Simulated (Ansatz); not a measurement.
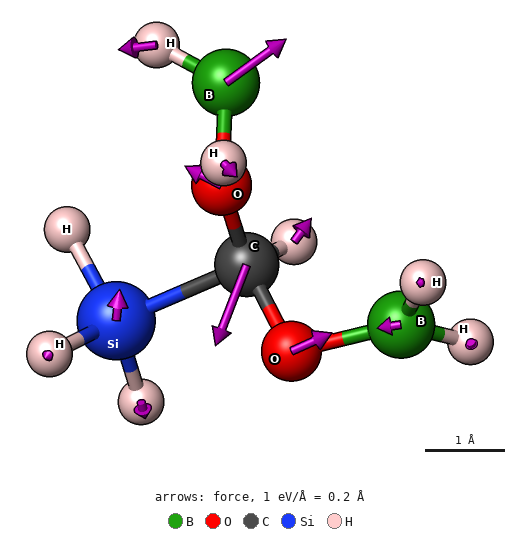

Starting geometry of CH8B2O2Si with the computed forces as purple arrows. Style: ball-and-stick. Shown at a tilt.

The run prepares an end point of a later path (hydrogen shift) calculation, from a guessed geometry.

The calculation used Ansatz 0.2.0, RKS B3LYP/6-31G*. (no spin polarisation; force threshold 0.02 eV/Å; at most 50 steps)

**Is this structure relaxed? If not, where do the atoms go?**

It isn't relaxed: the largest force vector, on the C atom, is 5.65 eV/Å. The final displacements have little in common with the starting forces (cosine between the two patterns −0.03). Over 39 accepted moves (42 points after the start) the energy falls by 317.2 kJ/mol. Largest force component: 5.4 eV/Å at the start, 0.01 eV/Å at the end. The line search rejected the trial steps at points 20, 22, 34 of the run. The forces were under the threshold at step 28, but the run went on from there. The atom that moves furthest after the best rigid fit is an H atom (2.40 Å). Largest moves by element: H 2.40 Å, B 1.27 Å, O 0.85 Å, C 0.48 Å, Si 0.29 Å. Some distances before and after: B–O 1.461 → 1.711 Å, B–O 1.491 → 1.358 Å, B–H 1.132 → 1.242 Å, H–Si 1.414 → 1.482 Å. Bond angles that change, for instance: C–O–H 146.5° → 113.6°, O–B–H 123.4° → 94.9°, C–O–B 108.7° → 126.3°. Groups turn about B–O by about 80°, C–O by about 50°.
